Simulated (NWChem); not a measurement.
# the pair GaH3S···BH2Br: a chain of runs

We compute the energy (singlet GaBH5SBr, MP2/def2-SVP), then the energy (singlet GaH3S, MP2/def2-SVP), then the energy (singlet BH2Br, MP2/def2-SVP), then the energy (singlet GaH3S, MP2/def2-SVP), then a single-point energy (singlet BH2Br, MP2/def2-SVP) of BBrGaH5S and its partners. 

The results are computed with NWChem 7.3.0.

**1. Starting point**

GaBH5SBr: 9 atoms, total charge 0, spin state singlet. The two molecules were placed rigidly side by side, at 1.3 times their contact distance; the pair isn't optimised.

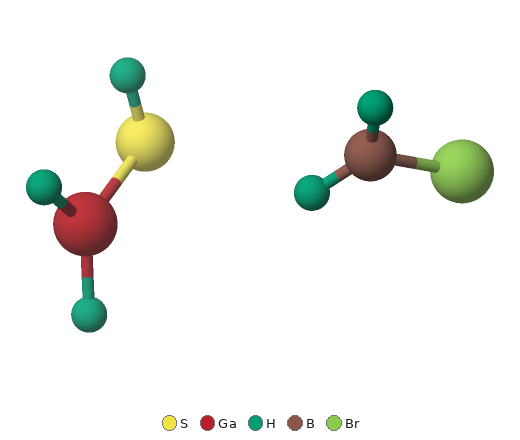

Viewed from a chosen angle; sulfur yellow, gallium red, hydrogen teal, boron brown, bromine green.

**2. A single-point energy at MP2/def2-SVP (run 1)**

test.nw reads:

```
start test
memory total 2200 mb

geometry units bohr noautosym nocenter noautoz
S    0.05487765  -2.71852221   1.30897549
Ga  -0.64110849   0.84644613  -0.70887406
H    2.36941420  -2.06675567   2.11947903
H   -3.25252102   1.03409593  -2.05908338
H    1.46933765   2.90473582  -0.66049708
B   -2.65657699   1.80623802   8.78150061
Br  -4.94477076  -0.36312977  10.46347024
H   -2.83636553   1.99313194   6.55079230
H   -1.13504510   2.89267937  10.02537504
end

basis spherical bse
* library def2-SVP
end

scf
thresh 1e-08
maxiter 80
print low
end

mp2
freeze core 24
tight
end

task mp2 energy
```

Launch:

```console
$ nwchem test.nw > test.out
```

The log of the run:

```text
[...]
  functions       =   121
[...]
  wavefunction    = RHF
[...]
         Total SCF energy =  -4920.121644844849
      One-electron energy =  -7679.845194528774
      Two-electron energy =   2345.211769383293
 Nuclear repulsion energy =    414.511780300632
        Time for solution =     39.3s
[...]
          Total MP2 energy         -4920.790532341057
[...]
```

Run time: 50 s. Hardware: 1 thread of Intel Xeon Platinum 8259CL at 2.50GHz (Skylake/Cascade Lake), shared host; peak memory 0.53 GiB.

**3. GaH3S: a single-point energy at MP2/def2-SVP (run 2)**

test.nw reads:

```
start test
title "GaH3S"
memory 2200 mb
charge 0
geometry units angstrom noautosym nocenter noautoz
  S     0.029040   -1.438580    0.692680
  Ga   -0.339260    0.447920   -0.375120
  H     1.253840   -1.093680    1.121580
  H    -1.721160    0.547220   -1.089620
  H     0.777540    1.537120   -0.349520
end
basis spherical bse
  * library def2-SVP
end
scf
  singlet
  rhf
  thresh 1e-08
  maxiter 80
  noprint "final vectors analysis"
end
mp2
  freeze core 14
  tight
end
task mp2 energy
```

Launch:

```console
$ nwchem test.nw > test.out
```

The log of the run:

```text
[...]
  functions       =    65
[...]
  wavefunction    = RHF
[...]
         Total SCF energy =  -2322.176435435361
      One-electron energy =  -3552.385696852730
      Two-electron energy =   1071.602792304674
 Nuclear repulsion energy =    158.606469112695
        Time for solution =     11.4s
[...]
          Total MP2 energy         -2322.527090592287
[...]
```

Run time: 14 s. Hardware: 1 thread of Intel Xeon Platinum 8259CL at 2.50GHz (Skylake/Cascade Lake), shared host; peak memory 0.13 GiB.

**4. BH2Br: a single-point energy at MP2/def2-SVP (run 3)**

bbrh2.nw reads:

```
start bbrh2
memory stack 880 mb heap 220 mb global 1100 mb
charge 0
geometry units atomic noautosym nocenter noautoz
  B  -2.65657699  1.80623802  8.78150061
  Br -4.94477076 -0.36312977 10.46347024
  H  -2.83636553  1.99313194  6.55079230
  H  -1.13504510  2.89267937 10.02537504
end
basis spherical bse
  * library def2-SVP
end
scf
  thresh 1e-08
  maxiter 80
  print low
end
mp2
  freeze core 10
  tight
end
task mp2 energy
```

Launch:

```console
$ nwchem bbrh2.nw > bbrh2.out
```

The log of the run:

```text
[...]
  functions       =    56
[...]
  wavefunction    = RHF
[...]
         Total SCF energy =  -2597.945161475472
      One-electron energy =  -3750.914158890181
      Two-electron energy =   1085.379704767558
 Nuclear repulsion energy =     67.589292647151
        Time for solution =      8.5s
[...]
          Total MP2 energy         -2598.262607465511
[...]
```

Run time: 11 s. Hardware: 1 thread of Intel Xeon Platinum 8259CL at 2.50GHz (Skylake/Cascade Lake), shared host; peak memory 0.12 GiB.

**5. GaH3S among ghost functions: a single-point energy at MP2/def2-SVP (with ghost functions) (run 4)**

gah3s.nw reads:

```
START gah3s
memory stack 880 mb heap 220 mb global 1100 mb
charge 0

GEOMETRY units angstrom noautosym nocenter noautoz
 S     0.029040   -1.438580    0.692680
 Ga   -0.339260    0.447920   -0.375120
 H     1.253840   -1.093680    1.121580
 H    -1.721160    0.547220   -1.089620
 H     0.777540    1.537120   -0.349520
 bqB     -1.405800     0.955820     4.646970
 bqBr    -2.616660    -0.192160     5.537030
 bqH     -1.500940     1.054720     3.466530
 bqH     -0.600640     1.530740     5.305200
END

BASIS spherical bse
 S library def2-SVP
 Ga library def2-SVP
 H library def2-SVP
 bqB library B def2-SVP
 bqBr library Br def2-SVP
 bqH library H def2-SVP
END

SCF
 thresh 1e-08
 maxiter 80
 print low
END

MP2
 freeze core 14
 tight
END

TASK mp2 energy
```

Launch:

```console
$ nwchem gah3s.nw > gah3s.out
```

The log of the run:

```text
[...]
  functions       =   121
[...]
  wavefunction    = RHF
[...]
         Total SCF energy =  -2322.176761614817
      One-electron energy =  -3552.368972122546
      Two-electron energy =   1071.585741395034
 Nuclear repulsion energy =    158.606469112695
        Time for solution =     33.5s
[...]
          Total MP2 energy         -2322.527534691475
[...]
```

It took 43 s on 1 thread of Intel Xeon Platinum 8259CL at 2.50GHz (Skylake/Cascade Lake), shared host; peak memory 0.37 GiB.

**6. BH2Br among ghost functions: the energy at MP2/def2-SVP (with ghost functions) (run 5)**

mol.nw reads:

```
START mol
TITLE "BBrH2 energy"
memory total 2200 mb
GEOMETRY noautosym nocenter noautoz
 B     -1.405800     0.955820     4.646970
 Br    -2.616660    -0.192160     5.537030
 H     -1.500940     1.054720     3.466530
 H     -0.600640     1.530740     5.305200
 bqS      0.029040    -1.438580     0.692680
 bqGa    -0.339260     0.447920    -0.375120
 bqH      1.253840    -1.093680     1.121580
 bqH     -1.721160     0.547220    -1.089620
 bqH      0.777540     1.537120    -0.349520
END
BASIS "ao basis" spherical bse
 B library def2-SVP
 Br library def2-SVP
 H library def2-SVP
 bqS library S def2-SVP
 bqGa library Ga def2-SVP
 bqH library H def2-SVP
END
SCF
 thresh 1e-08
 maxiter 80
 noprint "final vectors analysis"
END
MP2
 freeze core 10
 tight
END
TASK mp2
```

Launch:

```console
$ nwchem mol.nw > mol.out
```

The log of the run:

```text
[...]
  functions       =   121
[...]
  wavefunction    = RHF
[...]
         Total SCF energy =  -2597.945175132910
      One-electron energy =  -3750.913603606643
      Two-electron energy =   1085.379131084357
 Nuclear repulsion energy =     67.589297389376
        Time for solution =     28.1s
[...]
          Total MP2 energy         -2598.262693055803
[...]
```

It took 38 s on 1 thread of Intel Xeon Platinum 8259CL at 2.50GHz (Skylake/Cascade Lake), shared host; peak memory 0.38 GiB.

**7. Outcome**

| quantity | value |
| --- | --- |
| run 1, MP2/def2-SVP: total energy | -4920.79053 Eh |
| run 1, MP2/def2-SVP: correlation energy (24 core orbitals frozen) | -668.9 mEh |
| GaH3S: total energy | -2322.52709 Eh |
| GaH3S: correlation energy (14 core orbitals frozen) | -350.7 mEh |
| BH2Br: total energy | -2598.26261 Eh |
| BH2Br: correlation energy (10 core orbitals frozen) | -317.4 mEh |
| GaH3S among ghost functions: total energy | -2322.52753 Eh |
| GaH3S among ghost functions: correlation energy (14 core orbitals frozen) | -350.8 mEh |
| BH2Br among ghost functions: total energy | -2598.26269 Eh |
| BH2Br among ghost functions: correlation energy (10 core orbitals frozen) | -317.5 mEh |
| interaction energy of the rigid parts GaH3S and BH2Br (parts in their own basis; closest atoms 4.03 Å apart) | -0.023 eV |
| interaction energy of the rigid parts GaH3S and BH2Br (parts in the whole basis, counterpoise; closest atoms 4.03 Å apart) | -0.008 eV |

**Reading.** The interaction energy of the rigid parts GaH3S and BH2Br (parts in their own basis; closest atoms 4.03 Å apart) is −0.02 eV (−0.5 kcal/mol): the parts attract. Without counterpoise this holds the superposition error of the basis. The interaction energy of the rigid parts GaH3S and BH2Br (parts in the whole basis, counterpoise; closest atoms 4.03 Å apart) is −0.01 eV (−0.2 kcal/mol). The basis-set superposition error is 1.4 kJ/mol. Mulliken charges (GaH3S) run from -0.32 on S1 to +0.59 on Ga2; they depend strongly on the basis.
